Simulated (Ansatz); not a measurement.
# CH$_{3}$S (doublet): what the fields show

Input

```
crystal:
  periodic: [false, false, false]
  atoms:
    - {symbol: H, position_ang: [-1.060557, -0.302064, -0.232579]}
    - {symbol: C, position_ang: [0.307324, 0.229009, -0.018253]}
    - {symbol: S, position_ang: [-0.396865, -1.264907, 0.610473]}
    - {symbol: H, position_ang: [0.873522, 0.207853, -0.941170]}
    - {symbol: H, position_ang: [0.276476, 1.130110, 0.581629]}
basis:
  gaussian: {orbitals: def2-TZVPP}
magnetization: {spin_polarized: true, initial_magnetization: 1}
hamiltonian: {xc: pbe0, dispersion: d4}
output: {orbitals: {seedname: orbitals}}
```

Launched as:

```sh
ansatz run in.yaml --threads 2 --pin off --events-out ev --progress --plain --max-ram 4352MiB
```

A transition-state structure; geometry: PBE0-D4/def2-TZVP.

Computed with UKS PBE0-D4/def2-TZVPP in Ansatz 0.2.0.

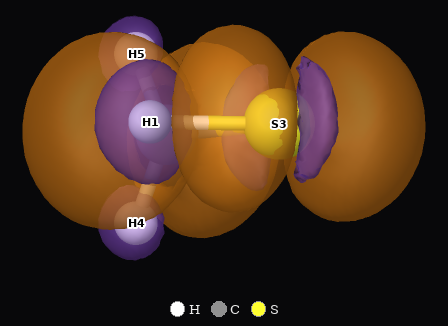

Figure 1. Isosurfaces of the spin density (α minus β) at +0.015 (orange) and −0.015 e/Å³ (purple), seen at an oblique angle.

> Where is the unpaired spin?

The unpaired spin (1 electron) lies mostly on C2 (about 0.6) and S3 (about 0.4), in electrons by Hirshfeld's partition.

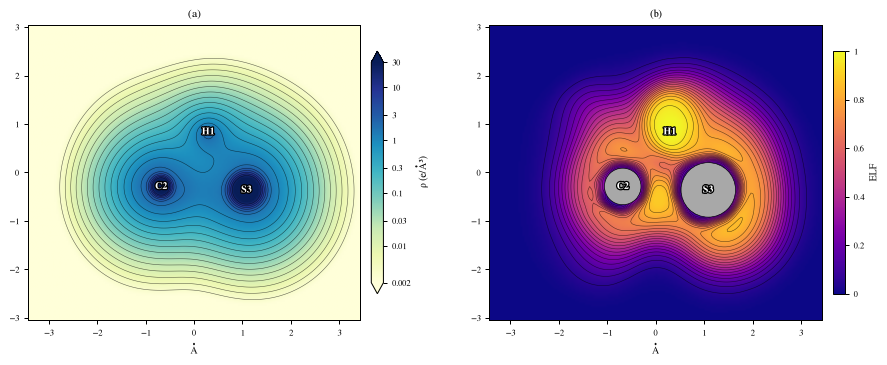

Figure 2. (a) total electron density; (b) ELF on the plane of atoms H1, S3 and C2. Grey discs cover the atomic cores in the ELF map.

> Interpret the plot.

The plane passes through H, C and S nuclei.
C–S (1.77 Å): the density is about 1.3 e/Å³ at the midpoint; the ELF peaks at about 0.85 between the atoms: a shared electron pair.
S–H (1.44 Å): ρ at the midpoint is about 1.2 e/Å³; the ELF climbs to about 1 towards the hydrogen, as it does in any bond to H.
The ELF also peaks beside S3, away from the bonds: non-bonding electrons, paired or unpaired.

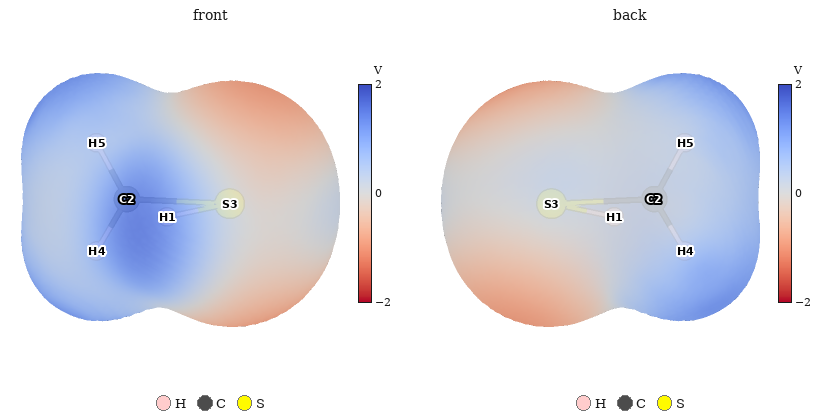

Figure 3. The electrostatic potential painted on the density surface at 0.002 e/bohr³, seen from the front and from behind; red is negative and blue positive.

> Where is the surface potential most negative and most positive?

The most negative region (about −0.9 V, or −21 kcal/mol for a unit charge) lies over S3, the most positive (about +1.5 V, or +35 kcal/mol for a unit charge) over H1.
